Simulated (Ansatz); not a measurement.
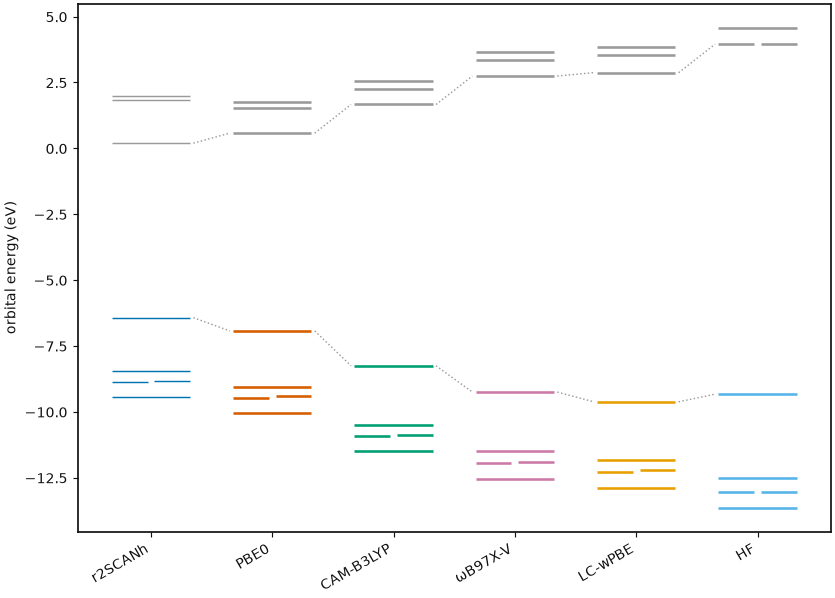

Frontier orbital energies of C₆H₁₂, SMILES CC/C=C/CC at one geometry, def2-TZVPP, the Ansatz code, at a PBE0-D4/def2-TZVP geometry (no frequency check). Empty levels are grey, levels within 0.1 eV stand side by side; all columns show the same few orbitals around the gap. Dotted lines join the HOMOs and the LUMOs.

> How do the frontier levels move from column to column?

The separation grows from 6.62 eV (r2SCANh) to 13.28 eV (HF).

| level | HOMO (eV) | LUMO (eV) | separation (eV) |
| --- | --- | --- | --- |
| r2SCANh | −6.43 | 0.20 | 6.62 |
| PBE0 | −6.93 | 0.58 | 7.51 |
| CAM-B3LYP | −8.25 | 1.67 | 9.92 |
| ωB97X-V | −9.25 | 2.74 | 11.99 |
| LC-wPBE | −9.62 | 2.87 | 12.49 |
| HF | −9.33 | 3.95 | 13.28 |

Limits of at least one run: empty levels above zero depend strongly on the basis; one conformer of a flexible molecule.
